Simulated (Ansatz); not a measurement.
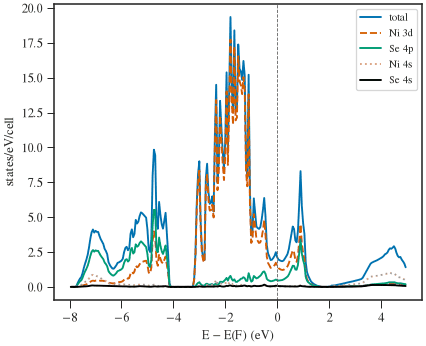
Total and projected density of states of Ni3Se2 in space group R32 (No. 155; Ni on 9d, Se on 6c), r²SCAN in the plane-wave PAW code Ansatz

**Question.** Which orbitals carry the states next to the Fermi level?

**Answer.** Within 0.5 eV of the Fermi level: Ni 3d 69 %, Se 4p 24 %. Projections are on Löwdin-orthogonalised atomic valence shells; empty p or d shells of many metals are not among them.

**Question.** Where is the tallest occupied peak in this window, and what makes it?

**Answer.** Near -1.8 eV, about 19 states/eV per cell; the largest projected share is Ni 3d.

The workflow started from a Materials Project entry (that database holds measured and hypothetical structures alike); the Crystallography Open Database files this formula in space group No. 155, but the cells were not matched. Its standing as an ambient phase is unchecked. The r²SCAN relaxation kept the symmetry of its start; whether a distortion lowers the energy is not shown. The run is not spin-polarised. Scalar-relativistic: spin–orbit coupling is off unless named, which matters more the heavier the elements.

Potentials: the earlier of the program's two PAW sets.
